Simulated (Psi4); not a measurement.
# C2H3Si (SMILES C#C[SiH2]): U-revPBE/aug-cc-pVDZ

What is the energy change on altering one bond length of C2H3Si at U-revPBE/aug-cc-pVDZ? The job is set up through a QCSchema input.

The results are computed with Psi4 1.11.

1 further run of the same task is left out (set aside as unsound or not needed).

### Step 1. Starting point

C2H3Si has 6 atoms, charge 0, and is taken as a doublet. As SMILES, `C#C[SiH2]`. The shape is that of a PBE0-D4/def2-TZVP optimisation.

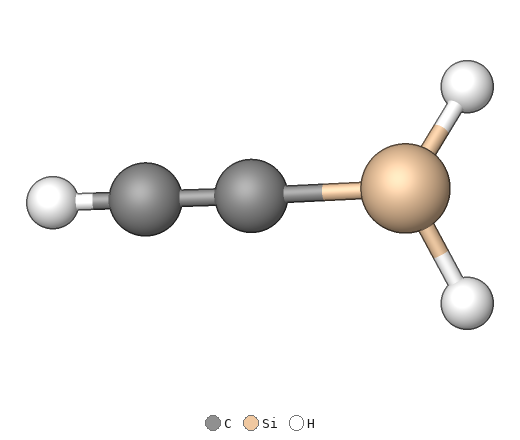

The structure, seen from a chosen angle (carbon grey, silicon light orange, hydrogen white).

### Step 2. Energy and forces at U-revPBE/aug-cc-pVDZ

File input.json:

```json
{
  "schema_name": "qcschema_input",
  "schema_version": 1,
  "molecule": {
    "schema_name": "qcschema_molecule",
    "schema_version": 2,
    "symbols": ["C", "C", "Si", "H", "H", "H"],
    "geometry": [1.92695373, -2.46099033, 1.01100348, 0.71053702, -0.66990791, 0.2753331, -0.83998326, 2.14842963, -0.84943189, 2.97707454, -4.0523287, 1.66182515, -2.14975244, 1.69054899, -3.28585579, -2.54527212, 3.22311688, 1.09944266],
    "molecular_charge": 0,
    "molecular_multiplicity": 2,
    "fix_symmetry": "c1"
  },
  "driver": "gradient",
  "model": {
    "method": "revpbe",
    "basis": "aug-cc-pVDZ"
  },
  "keywords": {
    "reference": "uks",
    "puream": true,
    "e_convergence": 1e-09,
    "d_convergence": 1e-08,
    "scf_type": "pk",
    "dft_radial_points": 99,
    "dft_spherical_points": 590,
    "maxiter": 200,
    "scf_properties": ["DIPOLE", "QUADRUPOLE", "LOWDIN_CHARGES"]
  }
}
```

Started as:

```
psi4 --qcschema input.json -n 1 --memory 1600MB
```

stdout:

```text
[...]
                   'protocols': {'error_correction': {'default_policy': True, 'policies': None},
                                 'native_files': 'none',
[...]
  Running in c1 symmetry.
[...]
  Nuclear repulsion =   75.762560992812510
[...]
  Multiplicity = 2
[...]
  Nalpha       = 15
  Nbeta        = 14
[...]
    Number of basis functions: 100
[...]
   @UKS iter   1:  -366.86371491567127   -1.69419e-01   8.00334e-03 DIIS/ADIIS
[...]
   @UKS iter  14:  -367.31607917651053   -6.65068e-12   5.55384e-09 DIIS
[...]
   @S^2 Observed:                7.548892229E-01
[...]
    Orbital Energies [Eh]
    ---------------------
    Alpha Occupied:
       1A    -65.465880     2A     -9.925421     3A     -9.911810
       4A     -5.085765     5A     -3.494811     6A     -3.491074
       7A     -3.489994     8A     -0.692181     9A     -0.532270
      10A     -0.475755    11A     -0.362550    12A     -0.332860
      13A     -0.281567    14A     -0.262860    15A     -0.189224
    Alpha Virtual:
      16A     -0.041032    17A     -0.027553    18A     -0.014748
      19A     -0.003813    20A      0.002835    21A      0.014215
      22A      0.020171    23A      0.035109    24A      0.044939
      25A      0.056891    26A      0.064319    27A      0.067521
[...]
  @UKS Final Energy:  -367.31607917651053
   => Energetics <=
    Nuclear Repulsion Energy =             75.7625609928125101
    One-Electron Energy =                -654.9786754733752332
    Two-Electron Energy =                 244.5947397363489699
    DFT Exchange-Correlation Energy =     -32.6947044322967386
    Empirical Dispersion Energy =           0.0000000000000000
    VV10 Nonlocal Energy =                  0.0000000000000000
    Total Energy =                       -367.3160791765105273
[...]
 Multipole Moments:
 ------------------------------------------------------------------------------------
     Multipole            Electronic (a.u.)      Nuclear  (a.u.)        Total (a.u.)
 ------------------------------------------------------------------------------------
 L = 1.  Multiply by 2.5417464519 to convert [e a0] to [Debye]
 Dipole X            :          1.1330152           -1.0369653            0.0960500
 Dipole Y            :          0.0565272           -0.1861097           -0.1295825
 Dipole Z            :          0.0824787           -0.0285167            0.0539620
 Magnitude           :                                                    0.1700857
 L = 2.  Multiply by 1.3450342976 to convert [e a0^2] to [Debye ang]
 Quadrupole XX       :        -74.0154003           54.9960030          -19.0193973
 Quadrupole XY       :         79.2982868          -81.4534120           -2.1551251
[...]
  -Total Gradient:
     Atom            X                  Y                   Z
    ------   -----------------  -----------------  -----------------
       1       -0.022481829210     0.032684256310    -0.013449607305
       2        0.021510924913    -0.030415215570     0.012568691075
       3       -0.002542021783    -0.007415852332     0.002370179921
       4       -0.004984929939     0.007704131203    -0.003142285844
       5        0.003685922686     0.000895031083     0.007044906348
       6        0.004811785930    -0.003451852248    -0.005392071367
[...]
```

The result, in JSON:

```text
{
 "driver": "gradient",
 "model": {
  "method": "revpbe",
  "basis": "aug-cc-pVDZ"
 },
 "success": true,
 "return_result": [-0.022481829209876125, 0.032684256310246546, -0.013449607305011435, 0.021510924912565954, -0.030415215569517984, 0.012568691075112673, -0.002542021783393897, -0.007415852331771763, 0.002370179920777135, -0.004984929938916735, 0.0077041312032760795, -0.003142285843848097, 0.003685922685541479, 0.0008950310825340778, 0.007044906347898311, 0.00481178593032662, -0.0034518522481063324, -0.005392071366542919],
 "properties": {
  "calcinfo_nbasis": 100,
  "calcinfo_nmo": 100,
  "calcinfo_nalpha": 15,
  "calcinfo_nbeta": 14,
  "calcinfo_natom": 6,
  "nuclear_repulsion_energy": 75.76256099281251,
  "return_energy": -367.3160791765105,
  "return_gradient": [-0.022481829209876125, 0.032684256310246546, -0.013449607305011435, 0.021510924912565954, -0.030415215569517984, 0.012568691075112673, -0.002542021783393897, -0.007415852331771763, 0.002370179920777135, -0.004984929938916735, 0.0077041312032760795, -0.003142285843848097, 0.003685922685541479, 0.0008950310825340778, 0.007044906347898311, 0.00481178593032662, -0.0034518522481063324, -0.005392071366542919],
  "scf_one_electron_energy": -654.9786754733752,
  "scf_two_electron_energy": 244.59473973634897,
  "scf_xc_energy": -32.69470443229674,
  "scf_dipole_moment": [0.09604997966135276, -0.1295825405773794, 0.05396200042212285],
  "scf_total_energy": -367.3160791765105,
  "scf_total_gradient": [-0.022481829209876125, 0.032684256310246546, -0.013449607305011435, 0.021510924912565954, -0.030415215569517984, 0.012568691075112673, -0.002542021783393897, -0.007415852331771763, 0.002370179920777135, -0.004984929938916735, 0.0077041312032760795, -0.003142285843848097, 0.003685922685541479, 0.0008950310825340778, 0.007044906347898311, 0.00481178593032662, -0.0034518522481063324, -0.005392071366542919],
  "scf_iterations": 14
 }
}
```

It took 59 s on 1 thread of Intel Xeon Platinum 8375C at 2.90GHz (Ice Lake), shared host; peak memory 0.81 GiB.

### Step 3. The distorted shape: the energy at U-revPBE/aug-cc-pVDZ

File c2h3si.json:

```json
{
  "schema_name": "qcschema_input",
  "schema_version": 1,
  "molecule": {
    "schema_name": "qcschema_molecule",
    "schema_version": 2,
    "symbols": ["C", "C", "Si", "H", "H", "H"],
    "geometry": [2.43854983, -2.78340218, 0.42633166, 1.22213313, -0.99231975, -0.30933872, -0.32838716, 1.82601779, -1.43410371, 3.48867064, -4.37474054, 1.07715334, -1.63815633, 1.36813715, -3.8705276, -2.54527212, 3.22311688, 1.09944266],
    "molecular_charge": 0,
    "molecular_multiplicity": 2,
    "fix_symmetry": "c1"
  },
  "driver": "energy",
  "model": {
    "method": "revpbe",
    "basis": "aug-cc-pVDZ"
  },
  "keywords": {
    "reference": "uks",
    "puream": true,
    "e_convergence": 1e-09,
    "d_convergence": 1e-08,
    "scf_type": "pk",
    "dft_radial_points": 99,
    "dft_spherical_points": 590,
    "maxiter": 200,
    "scf_properties": ["MAYER_INDICES", "LOWDIN_CHARGES", "DIPOLE"]
  }
}
```

Started as:

```
psi4 --qcschema c2h3si.json -n 1 --memory 1600MB
```

stdout:

```text
[...]
                   'protocols': {'error_correction': {'default_policy': True, 'policies': None},
                                 'native_files': 'none',
[...]
  Running in c1 symmetry.
[...]
  Nuclear repulsion =   74.374547952672714
[...]
  Multiplicity = 2
[...]
  Nalpha       = 15
  Nbeta        = 14
[...]
    Number of basis functions: 100
[...]
   @UKS iter   1:  -366.77887066708399   -1.50947e-01   8.41574e-03 ADIIS/DIIS
[...]
   @UKS iter  16:  -367.28603055947133   -4.71800e-12   7.15640e-09 DIIS
[...]
   @S^2 Observed:                7.543812429E-01
[...]
    Orbital Energies [Eh]
    ---------------------
    Alpha Occupied:
       1A    -65.488628     2A     -9.932114     3A     -9.917876
       4A     -5.103428     5A     -3.512552     6A     -3.509111
       7A     -3.508042     8A     -0.698043     9A     -0.533030
      10A     -0.475333    11A     -0.362590    12A     -0.306187
      13A     -0.286767    14A     -0.263211    15A     -0.194093
    Alpha Virtual:
      16A     -0.073231    17A     -0.038977    18A     -0.016459
      19A     -0.005411    20A     -0.000576    21A      0.014615
      22A      0.015805    23A      0.026484    24A      0.040747
      25A      0.054416    26A      0.062165    27A      0.065362
[...]
  @UKS Final Energy:  -367.28603055947133
   => Energetics <=
    Nuclear Repulsion Energy =             74.3745479526727138
    One-Electron Energy =                -652.0093706241150358
    Two-Electron Energy =                 242.9640388943619200
    DFT Exchange-Correlation Energy =     -32.6152467823909404
    Empirical Dispersion Energy =           0.0000000000000000
    VV10 Nonlocal Energy =                  0.0000000000000000
    Total Energy =                       -367.2860305594713282
[...]
 Multipole Moments:
 ------------------------------------------------------------------------------------
     Multipole            Electronic (a.u.)      Nuclear  (a.u.)        Total (a.u.)
 ------------------------------------------------------------------------------------
 L = 1.  Multiply by 2.5417464519 to convert [e a0] to [Debye]
 Dipole X            :          1.5359152           -1.2767019            0.2592133
 Dipole Y            :         -0.2696679           -0.0350258           -0.3046937
 Dipole Z            :         -0.3382095            0.2454635           -0.0927460
 Magnitude           :                                                    0.4106478
[...]
```

The result, in JSON:

```text
{
 "driver": "energy",
 "model": {
  "method": "revpbe",
  "basis": "aug-cc-pVDZ"
 },
 "success": true,
 "return_result": -367.2860305594713,
 "properties": {
  "calcinfo_nbasis": 100,
  "calcinfo_nmo": 100,
  "calcinfo_nalpha": 15,
  "calcinfo_nbeta": 14,
  "calcinfo_natom": 6,
  "nuclear_repulsion_energy": 74.37454795267271,
  "return_energy": -367.2860305594713,
  "scf_one_electron_energy": -652.009370624115,
  "scf_two_electron_energy": 242.96403889436192,
  "scf_xc_energy": -32.61524678239094,
  "scf_dipole_moment": [0.25921331293760486, -0.30469374036282115, -0.09274600071235883],
  "scf_total_energy": -367.2860305594713,
  "scf_iterations": 16
 }
}
```

Wall time 41 s (1 thread of Intel Xeon Platinum 8375C at 2.90GHz (Ice Lake), shared host); peak memory 0.81 GiB.

### Step 4. Outcome

At U-revPBE/aug-cc-pVDZ:

| quantity | value |
| --- | --- |
| first shape: total energy | -367.31608 Eh |
| first shape: dipole moment | 0.43 D |
| first shape: HOMO energy (highest over α and β) | -5.15 eV |
| first shape: LUMO energy (lowest over α and β) | -3.52 eV |
| first shape: ⟨S²⟩ | 0.755 |
| first shape: largest force on an atom | 2.154 eV/Å |
| distorted shape: total energy | -367.28603 Eh |
| distorted shape: dipole moment | 1.04 D |
| distorted shape: HOMO energy (highest over α and β) | -5.28 eV |
| distorted shape: LUMO energy (lowest over α and β) | -3.72 eV |
| distorted shape: ⟨S²⟩ | 0.754 |
| energy change with the Si3–H6 bond stretched from 1.484 to 1.929 Å | 0.818 eV |

With the Si3–H6 bond stretched from 1.484 to 1.929 Å the energy rises by 0.82 eV (18.9 kcal/mol). The first shape isn't relaxed at this level, so the change isn't measured from a minimum. The largest force (first shape) is 2.15 eV/Å: the shape isn't a stationary point for this species at this level.
